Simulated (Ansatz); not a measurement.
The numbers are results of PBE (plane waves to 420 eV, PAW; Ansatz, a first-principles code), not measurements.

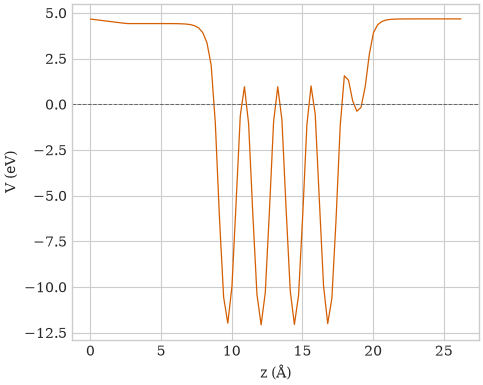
Figure. Plane-averaged electrostatic potential energy along the normal, in eV from the Fermi level, for Au on the 1x1 (111) surface of fcc Ag, one in a 2x2 cell, started at the site 'bridge Ag-Ag (span 2.9 Å)'

Model: 17-atom slab, 7.1 Å thick at the start under the adsorbate (thin: gaps and levels are the slab's own), 6x6x1 mesh, Fermi-Dirac 0.1 eV, dipole correction, 8 atoms held, the rest relaxed; held to the start's symmetry, so lower structures may exist; no spin, no spin-orbit, no U, no dispersion correction. At the end it is bonded to 3 Ag. In PBE it is, or lies within 0.03 eV of, the lowest of the starts that converged.

The vacuum level lies 4.67 eV above the Fermi level over the top face and 4.41 eV above it under the bottom face.
